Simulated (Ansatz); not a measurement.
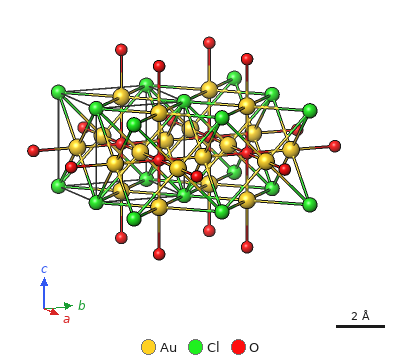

A crystal of Au₃ClO (a generated structure, set up in Pm-3m) (coarse preliminary run), before the relaxation. A ball-and-stick model of the cell of the calculation, repeated 2 × 2 × 1 with one cell outlined, seen slightly off an axis.

These are results of DFT PBE, scalar-relativistic, plane waves, PAW in Ansatz, not measurements.

Input
```yaml
crystal:
  lattice:
    - [4.0442791565, 0.0, 0.0]
    - [0.0, 4.0442791565, 0.0]
    - [0.0, 0.0, 4.0442791565]
  atoms:
    - { symbol: Au, position: [0.0, 0.5, 0.5] }
    - { symbol: Au, position: [0.5, 0.0, 0.5] }
    - { symbol: Au, position: [0.5, 0.5, 0.0] }
    - { symbol: Cl, position: [0.0, 0.0, 0.0] }
    - { symbol: O, position: [0.5, 0.5, 0.5] }
basis:
  ecutwfc: 420
kpoints:
  mp_grid: { grid: [6, 6, 6] }
hamiltonian:
  xc: pbe
scf:
  occupations: { method: gaussian, width: 0.1 }
output:
  forces: true
  stress: true
  eigenvalues: true
relax:
  adjacent_minimum: "off"
  f_tol: 0.05
  max_steps: 80
  cell: { stress_tol: 0.5 }
```

Q: What does the optimiser find from here?

A: The energy falls by 4.243 eV per cell of the calculation in 6 accepted moves (8 points after the start). All forces vanish by symmetry, so only the cell relaxes. Pressure: 69.06 GPa at the start and 0.01 GPa at the end. At 2 points the geometry stayed and the basis and grid were re-selected for the new cell (energy shift of 0.161 eV per cell of the calculation at most each time). The atoms keep their places relative to the cell (all moves are under 0.005 Å). The drawn cell changes as follows: a = b = c 4.044 → 4.553 Å (+12.6 %); the volume changes by +42.7 %. Near-neighbour distances that change, for instance: Au1–Cl4 2.860 → 3.219 Å, Au1–O5 2.022 → 2.276 Å. The space group stays Pm-3m (No. 221).

History of the run:

```tsv
step	E − E(0), meV/atom	pressure, GPa	volume, Å³/atom	note
0	0.00	69.06	13.230	
1	-584.21	28.18	15.261	
2	-780.27	8.87	17.060	
3	-812.23	1.01	18.174	
4	-812.59	-0.04	18.348	
5	-844.76	2.36	18.348	same geometry, new basis
6	-847.89	0.52	18.752	
7	-847.95	0.02	18.874	
8	-848.55	0.01	18.874	same geometry, new basis
```

Final geometry:

```
Au Cl O
1.0
     4.55275    0.00000    0.00000
     0.00000    4.55275    0.00000
     0.00000    0.00000    4.55275
Au Cl O
3 1 1
Direct
  0.00000 0.50000 0.50000
  0.50000 0.00000 0.50000
  0.50000 0.50000 0.00000
  0.00000 0.00000 0.00000
  0.50000 0.50000 0.50000
```

After the run, drawn alike:

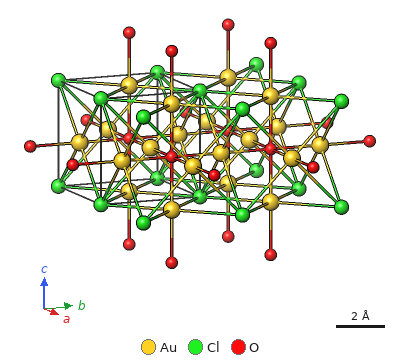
